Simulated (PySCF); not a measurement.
HCl3HfO, SMILES [Cl][Hf]([Cl])([OH])[Cl] at its PBE0/def2-SVP optimised geometry (Å):

```
6

Hf    -0.7706    -1.1021     0.0000
Cl    -1.5757     1.1021     0.0000
Cl    -1.5801    -2.2477     1.8810
Cl     1.5757    -1.1021     0.0000
O     -1.3767    -1.9780    -1.5568
H     -1.6834    -2.4225    -2.3469
```

Calculation: PySCF with PBE0/def2-TZVP, def2 effective core potentials past Kr. The core electrons that the potentials of Hf replace are not part of the density. Cells within 0.4 Å of a nucleus heavier than hydrogen are left out (blank, or x).

Map of the HOMO amplitude (bohr^(-3/2)) on the plane z = 0.0 Å; orbital energy -9.31 eV, overall sign arbitrary:

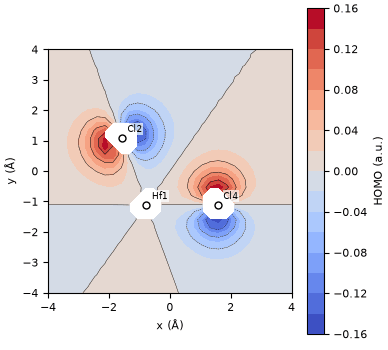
Figure. HOMO amplitude (bohr^(-3/2)) on the plane z = 0.0 Å.
